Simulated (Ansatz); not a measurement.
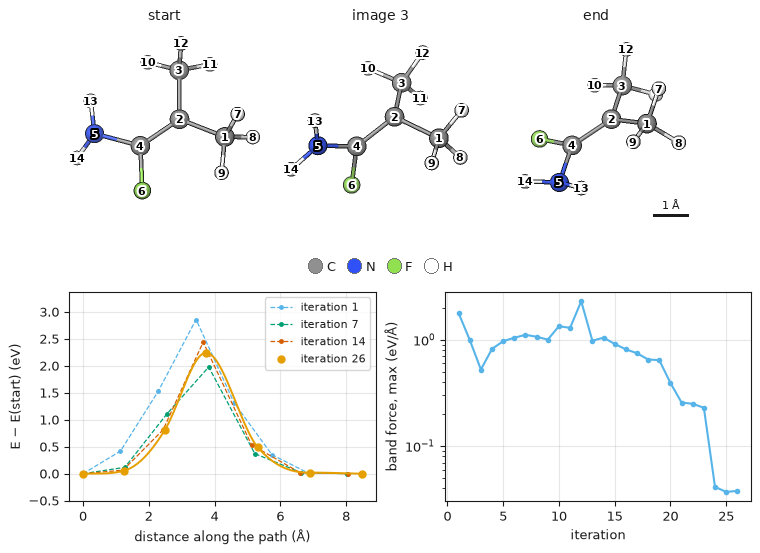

A nudged-elastic-band calculation for C₄H₈FN. Images are numbered from 0 (start) to 6 (end). The plot follows the band through its iterations. Style: ball-and-stick. Shown at a tilt.

Method: RKS PBE/def2-SVP in Ansatz. Settings: 5 movable images; climbing image; force threshold 0.05 eV/Å; iteration limit 60; starting path by image-dependent pair potential.

Judge this run.

The result is final at these settings. The band converged in 26 iterations. The largest component of the band force went from 1.8 to 0.038 eV/Å. The climbing image converged on the top of the path. Its vibrational analysis gives one imaginary mode (477i cm⁻¹), as a transition state must have. The first iteration put the highest image at 2.86 eV. The barrier is about 2.24 eV in both directions, with image 3 at the top; the ends have the same energy.
